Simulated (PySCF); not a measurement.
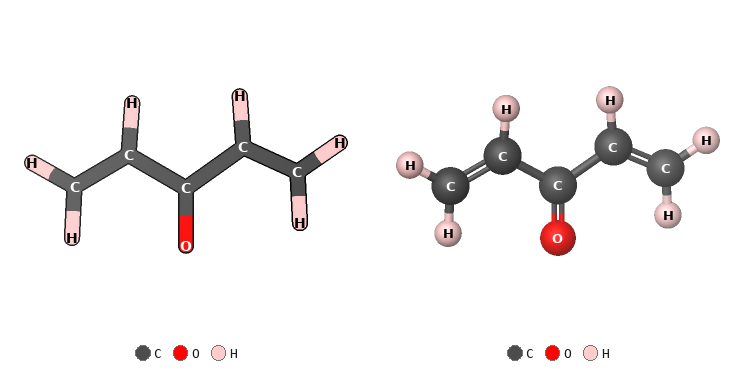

Two views of one molecule.

Describe the molecule.

The molecule is C5H6O. Its SMILES string is `C=CC(=O)C=C`. It has no ring. Among its groups: ketone, alkene. The point group is C2v. All atoms lie on one plane. Coordination: 5 C trigonal planar.

The parts below concern this one geometry. Atoms keep their numbers from picture to picture. The geometry was computed by an optimisation with PBE0-D3(BJ)/def2-TZVP. No frequency run is at hand to confirm it as a minimum.

Shape

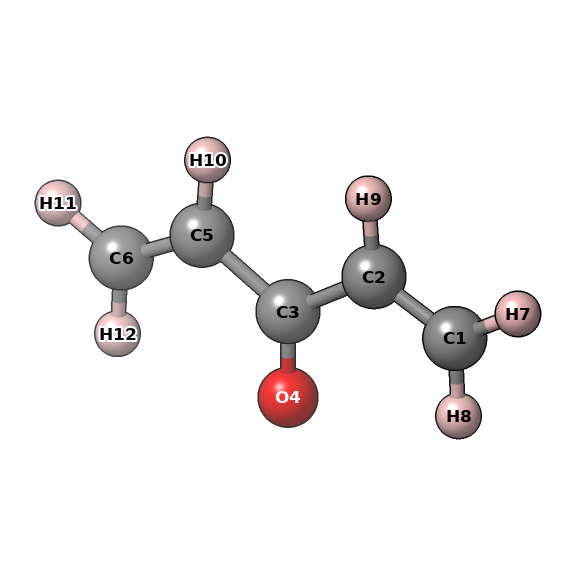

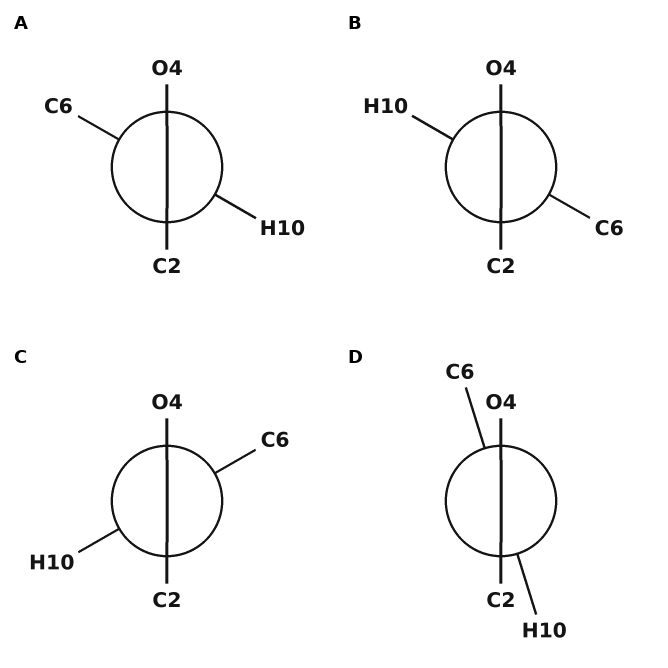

Atoms fade into the background with distance from the viewer. Bonds that would overlap in a projection are set slightly apart. No frequency run is at hand to confirm it as a minimum.

> Which Newman projection shows the view along C3–C5, with C3 in front?

D. The torsion angle O4–C3–C5–C6 is 0°, synperiplanar (eclipsed).

Dipole moment

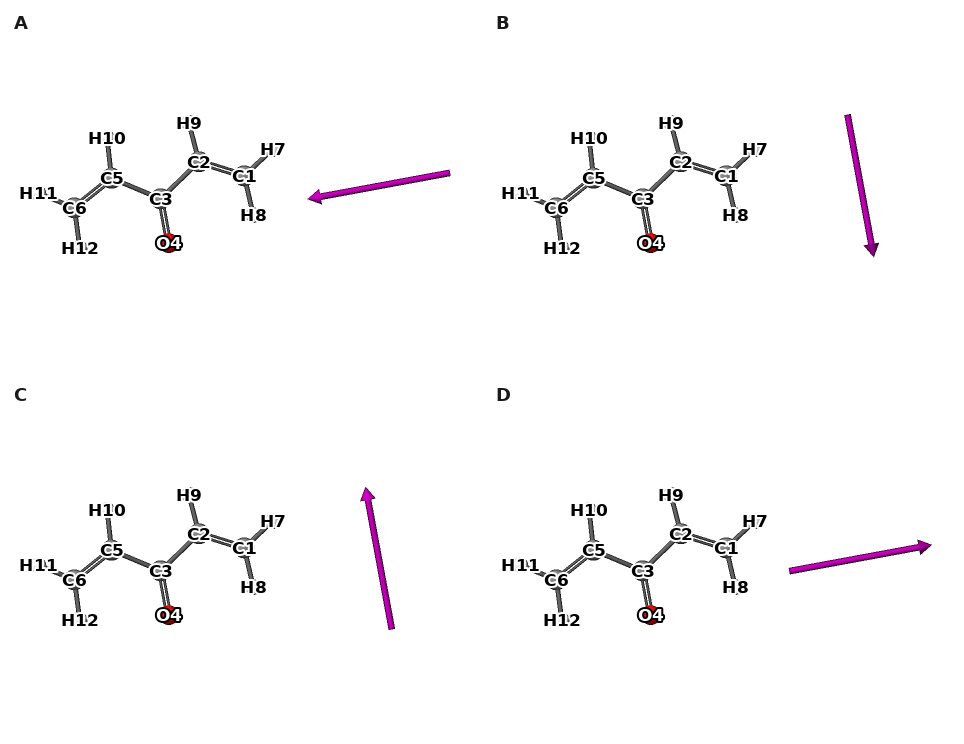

The same molecule four times, each with an arrow. No frequency run is at hand to confirm it as a minimum. Method: KT3/pcSseg-2, gas phase (PySCF 2.14.0).

> Which arrow points along the dipole moment, from the negative to the positive end?

C. The dipole moment is 2.41 D; it points from the side of O4 to the side of H9, H10 (the outermost atoms at the two ends).

NMR shielding

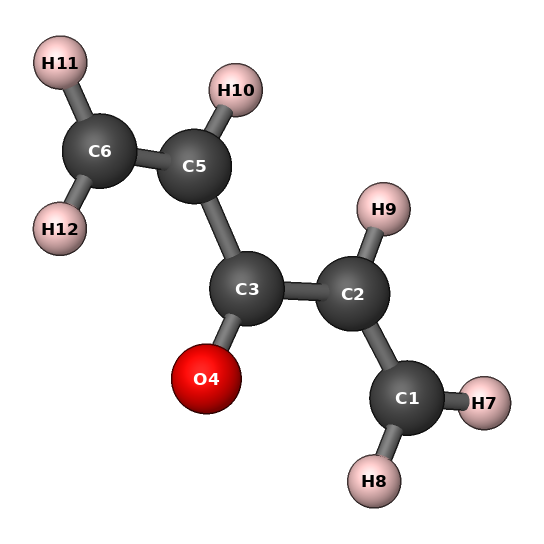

No frequency run is at hand to confirm it as a minimum. Level of theory: GIAO ωB97X-D/pcSseg-2 NMR shielding, non-relativistic, gas phase (PySCF 2.14.0). Principal shieldings σ11 ≤ σ22 ≤ σ33, span Ω = σ33 − σ11, skew κ = 3(σiso − σ22)/Ω.

> Which C atom has the most anisotropic shielding?

C1, C6, with a span of 263 ppm.

Give the shielding tensors of the C atoms.

| atom | σ11 | σ22 | σ33 | σiso | Ω | κ |
| --- | --- | --- | --- | --- | --- | --- |
| C1, C6 | −86.0 | 32.6 | 177.2 | 41.3 | 263.2 | 0.10 |
| C2, C5 | −81.2 | 61.3 | 138.7 | 39.6 | 219.9 | −0.30 |
| C3 | −101.8 | −30.2 | 99.7 | −10.7 | 201.6 | 0.29 |

Shieldings and span in ppm.

Quadrupole coupling

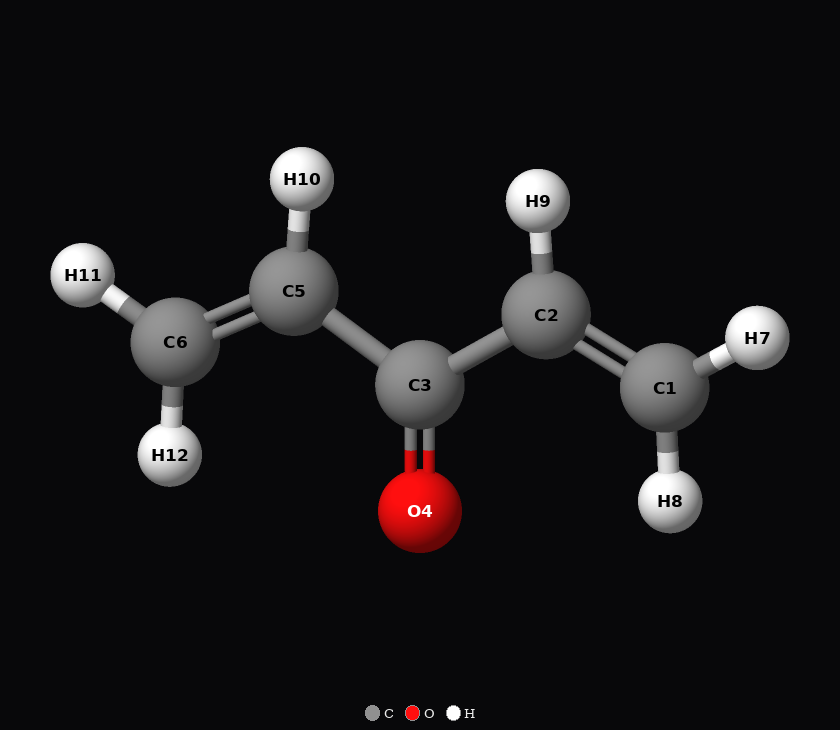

No frequency run is at hand to confirm it as a minimum. Electric field gradients from the ground-state density, B97-2/pcJ-2 (PySCF 2.14.0), non-relativistic apart from any core potentials.

Give the largest field-gradient component, the quadrupole coupling constant and the asymmetry for 17O at O4 (Q = −25.6 mb).

```csv
atom,V_zz (a.u.),e²qQ/h (MHz),η
O4,−1.795,10.80,0.36
```
